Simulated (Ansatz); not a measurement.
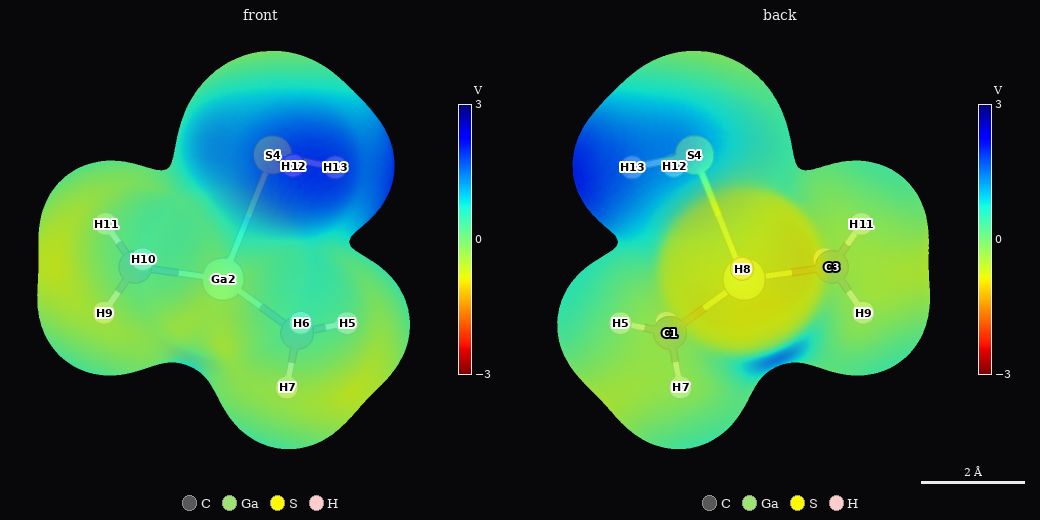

Figure 1: C$_{2}$H$_{9}$GaS (SMILES [CH3][GaH-]([CH3])[SH2+]). The electrostatic potential painted on the density surface at 0.002 e/bohr³, seen from the front and from behind; the colour scale runs from red (negative) to blue (positive).

Geometry: PBE0-D4/def2-TZVP.

Computed with RKS PBE0-D4/def2-TZVPP (Ansatz).

```xyz
13

C    -0.5046    1.6005   -0.5663
Ga   -0.1602   -0.3532   -0.6696
C     1.6732   -1.0333   -0.3361
S    -1.1885   -1.0399    1.6866
H    -1.5667    1.8297   -0.4519
H     0.0436    2.0678    0.2561
H    -0.1694    2.0800   -1.4913
H    -1.1871   -1.2609   -1.4652
H     2.2786   -0.9032   -1.2383
H     2.1720   -0.4883    0.4693
H     1.6784   -2.0978   -0.0923
H    -0.6852   -0.0216    2.4043
H    -2.3636   -0.4144    1.5094
```

**Describe the electrostatic potential map.**

The most negative region (about −0.9 V) lies over H8, the most positive (about +2.0 V) over H12 and H13.
